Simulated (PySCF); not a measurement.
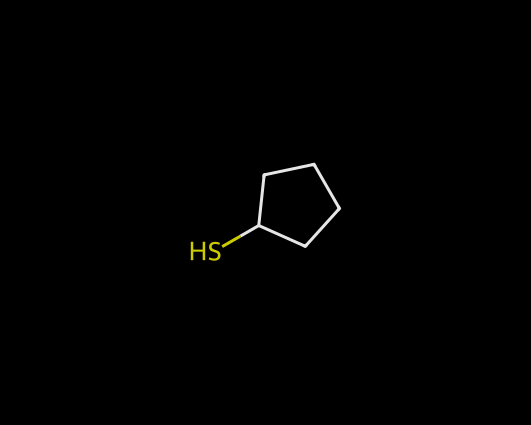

A structural formula.

**Write the SMILES.**

SC1CCCC1

**Give the formula, hydrogens included.**

C5H10S.

**An optimisation with PBE0-D3(BJ)/def2-SVP gave a structure of which point group?**

Cs.

More results for the same structure follow; atom numbers are the same in all pictures, views and colours differ. The geometry was computed by an optimisation with PBE0-D3(BJ)/def2-SVP. No frequency run is at hand to confirm it as a minimum.

## Geometry

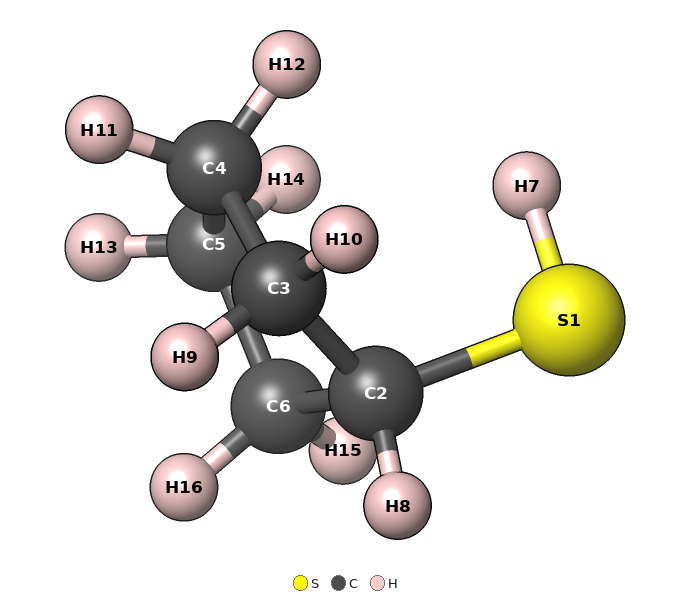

Numbered structure. No frequency run is at hand to confirm it as a minimum.

**How are the neighbours of atom 1 arranged?**

S1 has 2 neighbours (C2 at 1.83, H7 at 1.35 Å); the arrangement is bent.

**How are the neighbours of atom 4 arranged?**

C4 has 4 neighbours (C3 at 1.54, C5 at 1.55, H11 at 1.10, H12 at 1.10 Å); the arrangement is tetrahedral.

**Describe the coordination of atom 2.**

C2 has 4 neighbours (S1 at 1.83, C3 at 1.53, C6 at 1.53, H8 at 1.10 Å); the arrangement is tetrahedral.

**What is the geometry at C3?**

C3 has 4 neighbours (C2 at 1.53, C4 at 1.54, H9 at 1.10, H10 at 1.10 Å); the arrangement is tetrahedral.

**What is the dihedral angle C3–C4–C5–C6?**

0° in size, that is syn (eclipsed).

## Ring current

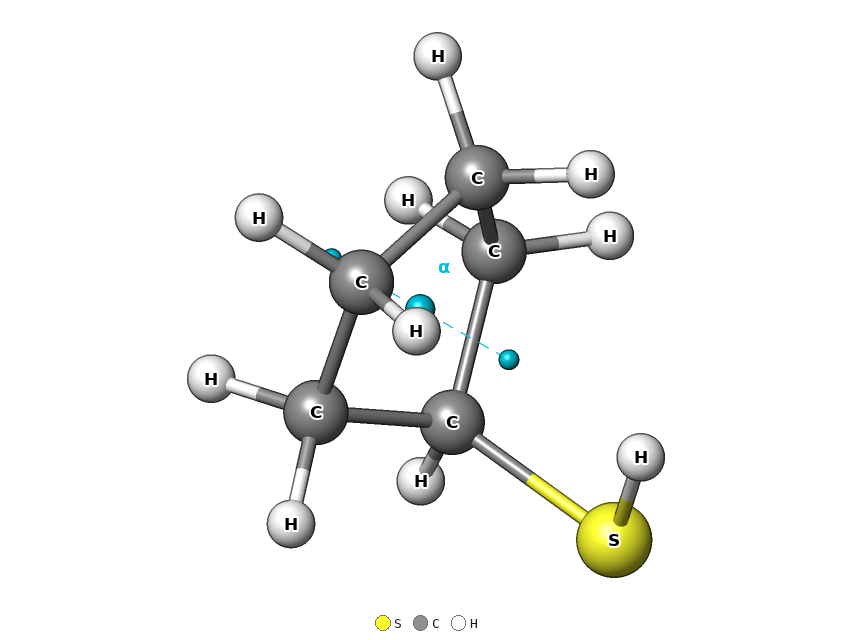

The small points mark where nucleus-independent chemical shifts (NICS) were computed: at the centre of each lettered ring and 1 Å above and below it. No frequency run is at hand to confirm it as a minimum. Method: GIAO B97-2/pcSseg-1 NMR shielding, non-relativistic, gas phase (PySCF 2.14.0).

Give NICS(0), NICS(1) and the out-of-plane component NICS(1)zz for each ring (means of the two sides).

```csv
ring,members,NICS(0),NICS(1),NICS(1)zz
α,C5,−5.9,−4.7,−7.5
```

Values in ppm.

## NMR shielding

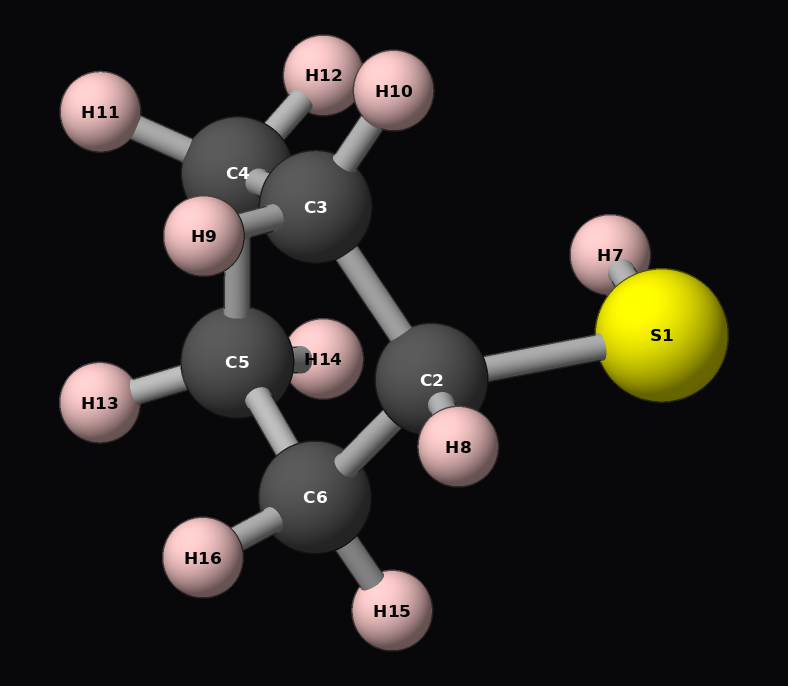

No frequency run is at hand to confirm it as a minimum. Method: GIAO ωB97X-D/pcSseg-1 NMR shielding, non-relativistic, gas phase (PySCF 2.14.0). Principal shieldings σ11 ≤ σ22 ≤ σ33, span Ω = σ33 − σ11, skew κ = 3(σiso − σ22)/Ω.

Give the shielding tensors of the S atoms.

```tsv
atom	σ11	σ22	σ33	σiso	Ω	κ
S1	326.4	553.3	755.2	545.0	428.9	−0.06
```

Shieldings and span in ppm.

## Levels of theory compared

No frequency run is at hand to confirm it as a minimum. Program: PySCF 2.14.0.

At this fixed geometry, give HOMO–LUMO gap (eV), dipole (D), HOMO energy (eV) at these levels: B97-2/pcSseg-1; BHandHLYP/pcSseg-1; CAM-B3LYP/pcSseg-1; LC-wPBE/pcSseg-1; WP04/pcSseg-1; ωB97X-D/pcSseg-1.

```
             level  HOMO–LUMO gap (eV)  dipole (D)  HOMO energy (eV)
    B97-2/pcSseg-1                7.05        1.92             −6.45
BHandHLYP/pcSseg-1                9.29        1.90             −7.80
CAM-B3LYP/pcSseg-1                9.65        1.87             −8.04
  LC-wPBE/pcSseg-1               12.35        1.98             −9.47
     WP04/pcSseg-1                6.58        1.81             −7.73
  ωB97X-D/pcSseg-1               10.99        1.97             −8.60
```
